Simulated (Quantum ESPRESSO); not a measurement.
What a tighter setting buys: K_POINTS, BC7 (P-43m, 8 atoms in the cell)

Cell: a = 3.6202 Å, b = 3.6202 Å, c = 3.6202 Å, α = 90.00°, β = 90.00°, γ = 90.00°.

Computed with LDA (PZ), GBRV 1.5 ultrasoft (LDA) pseudopotentials (plane waves; Quantum ESPRESSO).

Base settings: ecutwfc = 40 Ry; ecutrho = 200 Ry; occupations = smearing; smearing = mp; degauss = 0.0147 Ry; potentials = {B: b_lda_v1.4.uspp.F.UPF, C: c_lda_v1.2.uspp.F.UPF}; K_POINTS = automatic 7 7 7 0 0 0; conv_thr = 1e-10 Ry; mixing_beta = 0.3.

Misses are taken against the tightest run, automatic 22 22 22 0 0 0, which need not be fully converged itself. The energy is the free energy per atom.

The count of work is k-points × plane waves × bands × iterations; it is no time, and leaves out set-up, grids and terms that scale otherwise. Core times come from one kind of shared machine and are given to one figure; runs under 30 s give none.

The starting cell comes from a database of computed structures (which also holds hypothetical and non-ambient phases and stackings), without a prior relaxation at this level. In the base run, with a pressure of about -14 GPa the cell is away from its equilibrium volume at this level.

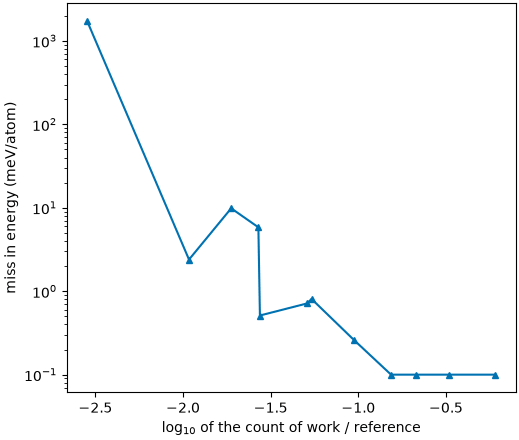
Figure: Miss against the count of work; the reference run is not drawn, and misses under 0.1 meV/atom are drawn there.

```csv
K_POINTS,energy less reference (meV/atom),pressure less reference (GPa),largest difference in the force on any atom (eV/Å),count of work / reference,core time / reference (rough)
automatic 1 1 1 0 0 0,1724.53,34.55,0.811,0.0028,–
automatic 2 2 2 0 0 0,9.85,0.61,0.247,0.019,–
automatic 3 3 3 0 0 0,2.40,0.36,0.010,0.011,–
automatic 4 4 4 0 0 0,0.51,-0.18,0.020,0.027,–
automatic 5 5 5 0 0 0,5.83,0.36,0.044,0.027,–
automatic 6 6 6 0 0 0,0.71,0.01,0.005,0.051,–
automatic 7 7 7 0 0 0,-0.81,-0.13,0.011,0.054,–
automatic 9 9 9 0 0 0,-0.26,-0.01,0.002,0.095,0.1
automatic 10 10 10 0 0 0,0.01,0.04,0.004,0.15,0.1
automatic 12 12 12 0 0 0,-0.10,-0.03,0.001,0.21,0.2
automatic 14 14 14 0 0 0,-0.09,0.01,0.000,0.33,0.3
automatic 18 18 18 0 0 0,0.00,0.00,0.000,0.60,0.6
automatic 22 22 22 0 0 0,0.00,0.00,0.000,1.0,1
```

Coarsest setting among those run that, with all tighter ones, holds the energy within 20 meV/atom of the reference: automatic 2 2 2 0 0 0, off by 9.9 meV/atom; it needs 0.019 of the reference's count of work.

Coarsest setting among those run that, with all tighter ones, holds the energy within 1 meV/atom of the reference: automatic 6 6 6 0 0 0, off by 0.71 meV/atom; it needs 0.051 of the reference's count of work. The coarser automatic 4 4 4 0 0 0 also lies inside, but a setting between leaves the range again, so that is luck.

The step from automatic 2 2 2 0 0 0 to automatic 7 7 7 0 0 0: it takes the miss in the energy from 9.9 to 0.81 meV/atom, for 2.9 times the count of work.
